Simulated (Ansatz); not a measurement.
# CH6ClNSSi: vertical spin-state energies, by script

Wanted for CH6ClNSSi: vertical spin-state energies. SMILES: NC(S)[SiH2]Cl.

Program: Ansatz 0.2.0, driven from Python. Level of theory: B3LYP/6-31G*. These are calculated values, not measurements.

**1. The structure**

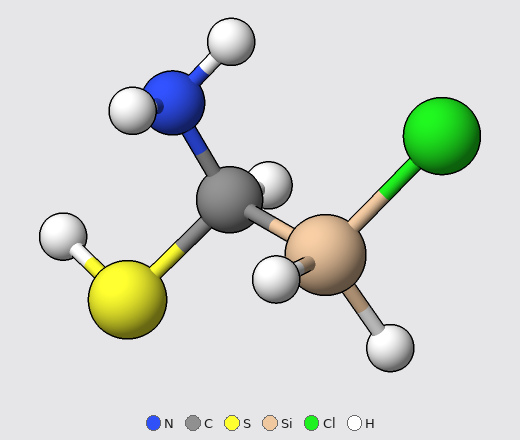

The structure that the script starts from, seen from a chosen angle (nitrogen blue, carbon grey, sulfur yellow, silicon light orange, chlorine green, hydrogen white).

No structure file is read: the coordinates are typed or built in the script.

**2. The script**

File run_spin.py:

```python
import ansatz as az
from ase import Atoms

atoms = Atoms(["N", "C", "S", "Si", "Cl", "H", "H", "H", "H", "H", "H"], positions=[
    [0.1905, 0.9836, 1.0828],
    [-0.2614, -0.247, 0.4641],
    [0.7694, -1.5417, 1.1419],
    [-0.0581, -0.2813, -1.4122],
    [-1.2225, 1.2677, -2.1916],
    [1.1255, 1.2243, 0.8675],
    [-0.3617, 1.7991, 0.6607],
    [-1.2503, -0.4416, 0.7554],
    [0.5731, -1.2099, 2.4801],
    [1.2668, -0.0726, -1.8539],
    [-0.7058, -1.5375, -1.9741],
])
molecule = az.Crystal.molecule_from_ase(atoms)

base = (
    molecule.calculation()
    .basis(gaussian="6-31G*")
    .functional("b3lyp")
)
found = {}
for unpaired in [0, 2]:
    r = base.spin("collinear", total=unpaired).run(threads=1, backend="cpu").report
    s = unpaired / 2
    found[unpaired] = r["free_energy_ev"]
    print(f"2S+1 = {unpaired + 1}: E = {found[unpaired]:.5f} eV, <S^2> = {abs(r['mean_field']['state']['spin_squared']):.3f} (pure state {s * (s + 1):.2f})")
lowest = min(found, key=found.get)
for unpaired, e in found.items():
    print(f"multiplicity {unpaired + 1}: {23.060548 * (e - found[lowest]):.1f} kcal/mol above the lowest")
```

**3. The calls as engine input**

The package turns the script's settings into the engine's input (first run):

```yaml
crystal:
  periodic: [false, false, false]
  atoms:
    - { symbol: "N", position_ang: [0.1905, 0.9836, 1.0828] }
    - { symbol: C, position_ang: [-0.2614, -0.247, 0.4641] }
    - { symbol: S, position_ang: [0.7694, -1.5417, 1.1419] }
    - { symbol: Si, position_ang: [-0.0581, -0.2813, -1.4122] }
    - { symbol: Cl, position_ang: [-1.2225, 1.2677, -2.1916] }
    - { symbol: H, position_ang: [1.1255, 1.2243, 0.8675] }
    - { symbol: H, position_ang: [-0.3617, 1.7991, 0.6607] }
    - { symbol: H, position_ang: [-1.2503, -0.4416, 0.7554] }
    - { symbol: H, position_ang: [0.5731, -1.2099, 2.4801] }
    - { symbol: H, position_ang: [1.2668, -0.0726, -1.8539] }
    - { symbol: H, position_ang: [-0.7058, -1.5375, -1.9741] }
basis:
  gaussian:
    orbitals: "6-31G*"
hamiltonian:
  xc: b3lyp
magnetization:
  spin_polarized: true
  initial_magnetization: 0.0
```

**4. Running it**

The run is started by

```bash
$ python run_spin.py
```

**Question.** Which spin state is lowest at this geometry, and how far above lie the others?

The runs gave:

| quantity | value |
| --- | --- |
| runs compared | 2 |
| lowest | run 1 (2S+1 = 1) |
| next above it by | 4.943 eV |

In order: multiplicity 1 (+0.00 eV) and multiplicity 3 (+4.94 eV), all at the one geometry. The geometry is a force-field or estimated start, not a minimum of this method, and the basis set is short of its limit. All parts are taken at fixed geometry, without zero-point energy. b3lyp holds the VWN-RPA fit, as in Gaussian; the form of ORCA and Turbomole is b3lyp5.
